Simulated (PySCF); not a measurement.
In(OMe)2(Ph), SMILES c1ccc[c]([In]([O]C)[O]C)c1 at its GFN2-xTB optimised geometry (Å):

```
22

In     0.5165    -0.6049     0.0000
O      2.5527    -0.6049     0.0000
C      3.4463     0.4722    -0.0138
H      3.2930     1.1527     0.8320
H      4.4566     0.0545     0.0634
H      3.3838     1.0489    -0.9440
O     -0.1802    -2.4816     0.0213
C      0.6109    -3.6401     0.0095
H      0.3563    -4.2572     0.8790
H      0.4063    -4.2120    -0.9032
H      1.6838    -3.4160     0.0454
C     -1.0962     0.9405     0.0000
C     -2.3933     0.4776     0.0676
C     -3.4357     1.3926     0.0647
C     -3.1667     2.7494    -0.0063
C     -1.8590     3.1986    -0.0737
C     -0.8108     2.2885    -0.0705
H     -2.5838    -0.5857     0.1202
H     -4.4566     1.0431     0.1173
H     -3.9797     3.4606    -0.0097
H     -1.6495     4.2572    -0.1297
H      0.2146     2.6366    -0.1230
```

Method: B3LYP/def2-SVP, def2 effective core potentials past Kr in PySCF. The core electrons that the potentials of In replace are not part of the density. Cells within 0.4 Å of a nucleus heavier than hydrogen are left out (blank, or x).

Map of the Laplacian of the electron density (e/bohr⁵), clipped to [-1.50, 1.50] on the plane z = 0.0 Å:

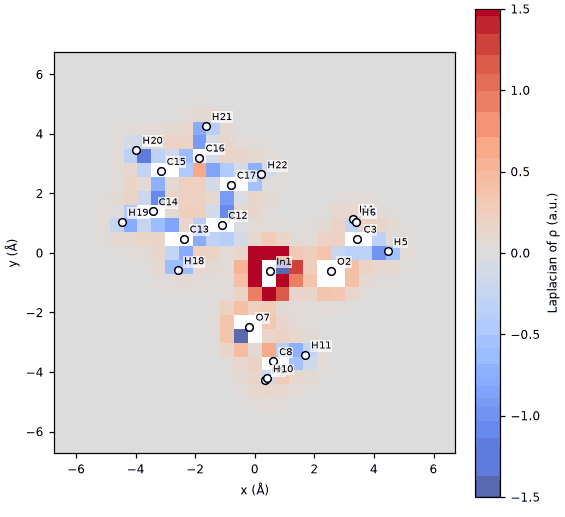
Laplacian of the electron density (e/bohr⁵), clipped to [-1.50, 1.50] on the plane z = 0.0 Å.
